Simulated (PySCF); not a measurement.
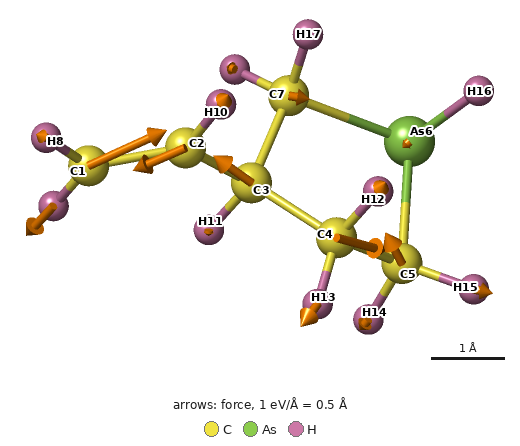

Starting geometry of C6H11As with the computed forces as orange arrows. A ball-and-stick model, seen at a tilt.

The start comes from GFN2-xTB. Its atoms were then displaced at random by about 0.01 Å.

Theory: PBE0-D3(BJ)/def2-SVP geometry optimisation, gas phase in PySCF 2.14.0, density-fitted response routines. 

What follows when this structure is relaxed?

Answer. It isn't relaxed: the largest force vector, on a C atom, is 2.49 eV/Å. The final displacements have little in common with the starting forces (cosine between the two patterns 0.27). The energy falls by 0.147 eV in 7 geometry steps. The largest move after the best rigid fit is that of an H atom, 0.11 Å. By element the largest moves are H 0.11 Å, C 0.04 Å, As 0.01 Å. Near-neighbour distances that change, for instance: C–H 1.057 → 1.095 Å, C–C 1.498 → 1.533 Å, C–C 1.556 → 1.522 Å, C–H 1.076 → 1.103 Å. Bond angles that change, for instance: C–C–H 114.4° → 110.6°, C–C–H 108.6° → 112.1°, C–C–H 110.1° → 107.5°. Cost: 3.5 min on 1 thread of Arm Neoverse N1, with other jobs on the host.
